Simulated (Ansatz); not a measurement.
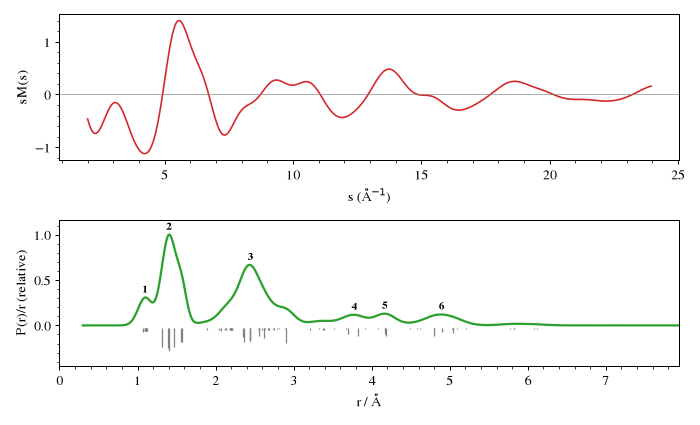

Simulated gas electron diffraction: reduced molecular intensity sM(s) from the Debye equation in the first Born approximation (top) and the radial distribution curve (bottom) of C4H8FNO. Each pair of atoms contributes with weight ZᵢZⱼ/r (bars below the curve); damping constant 0.001 Å²; vibrational amplitudes assumed, not computed: 0.05 Å for bonds, 0.078 Å for bonds to H, 0.06 + 0.015 r up to 0.15 Å for other pairs. The geometry is the end point of an optimisation (RKS PBE0/STO-3G in Ansatz 0.2.0); it may be a saddle point or a higher isomer.

> Which pairs of atoms lie under the numbered peaks? Mark bonded pairs by – and others by ···.

Peak 1, 1.10 Å: N–H 1.07 Å, C–H 1.10–1.12 Å (×7), not resolved
Peak 2, 1.41 Å: N–C 1.31 Å, O–C 1.39–1.47 Å (×2), F–C 1.40 Å, C–C 1.56 Å, not resolved; in its flanks C–C 1.57 Å
Peak 3, 2.44 Å: C···C 2.35–2.56 Å (×2), O···N 2.37 Å, F···C 2.44 Å (×2), O···C 2.45 Å, N···C 2.62 Å, not resolved; in its flanks C···H 1.89–2.88 Å, F···O 2.91 Å
Peak 4, 3.77 Å: C···H 3.52–3.91 Å (×3), C···C 3.70 Å, O···C 3.82 Å, not resolved
Peak 5, 4.16 Å: O···H 4.08–4.17 Å (×2), N···C 4.17 Å, F···C 4.18 Å, not resolved
Peak 6, 4.89 Å: F···N 4.80 Å, C···C 4.90 Å, C···H 5.02–5.21 Å (×3), N···C 5.05 Å, not resolved
